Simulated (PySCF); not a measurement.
# BH₇O₄Si₃ (SMILES B[Si]1(O)O[SiH2]O[SiH2]O1): what the fields show

```xyz
15

O    -0.4547   -0.3830   -1.2562
Si   -1.9272    0.2631   -0.8384
O    -1.9103    0.5288    0.8033
Si   -0.7548    0.2372    1.9636
O     0.5849   -0.3738    1.1945
Si    0.9821   -0.5559   -0.4195
O     1.6016   -2.0573   -0.6895
B     2.2891    0.8675   -0.9324
H    -2.1329    1.5574   -1.5401
H    -2.9998   -0.7087   -1.1758
H    -0.4115    1.5144    2.6419
H    -1.2647   -0.7677    2.9326
H     1.0283   -2.8106   -0.5166
H     1.9314    2.0215   -0.8902
H     3.4274    0.6417   -1.2622
```

Geometry: PBE0-D3(BJ)/def2-SVP.

The calculation used PBE0/pcSseg-1, SCF density, gas phase, non-relativistic in PySCF 2.14.0.

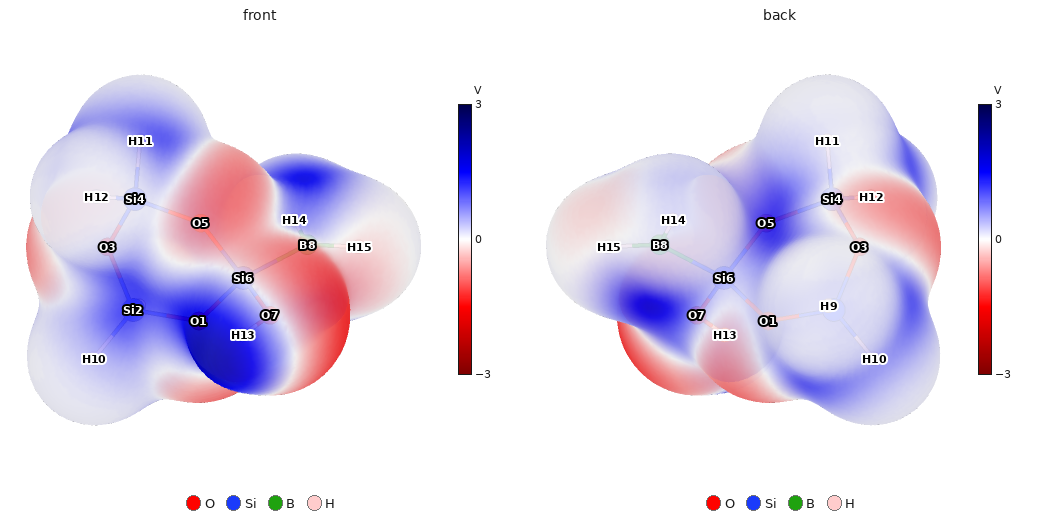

Figure 1. The electrostatic potential painted on the density surface at 0.001 e/bohr³, seen from the front and from behind; the colour scale runs from red (negative) to blue (positive).

Which sites attract a positive test charge, and which a negative one?

Answer. A positive charge is drawn to the negative regions and a negative charge to the positive ones. The most negative region (about −1.2 V) lies over O7, the most positive (about +2.1 V) over H13. O7 is the likeliest acceptor of a hydrogen bond.

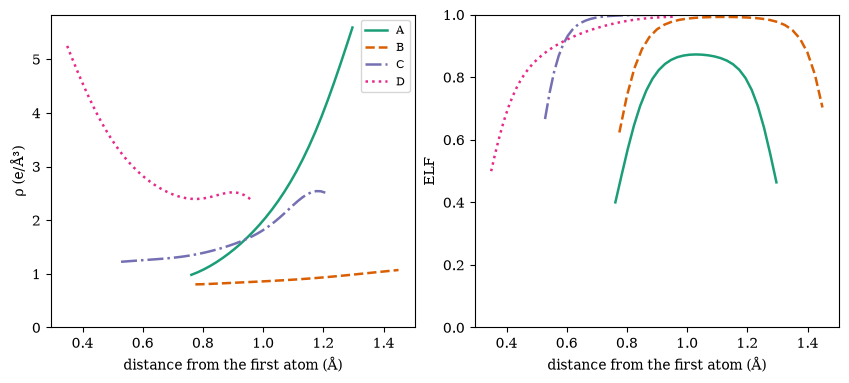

Figure 2. Electron density and ELF along straight lines between neighbouring atoms. The curves leave out the atomic cores.

Which curve belongs to which contact (B–H, O–H, Si–B and Si–O)? The first atom named is at distance zero.

Answer. Curve A: Si–O (1.65 Å): ρ at the midpoint is about 1.1 e/Å³; the ELF peaks at about 0.85 between the atoms (a shared but strongly polarised pair). Curve B: Si–B (2.00 Å): ρ at the midpoint is about 0.86 e/Å³; the ELF peaks at about 1 between the atoms (a shared electron pair). Curve C: B–H (1.21 Å): ρ is about 1.3 e/Å³ halfway; the ELF climbs to about 1 towards the hydrogen, as it does in any bond to H: an ordinary covalent bond to hydrogen. Curve D: O–H (0.96 Å): ρ is about 3.6 e/Å³ halfway; the ELF climbs to about 1 towards the hydrogen (a covalent bond by its length).
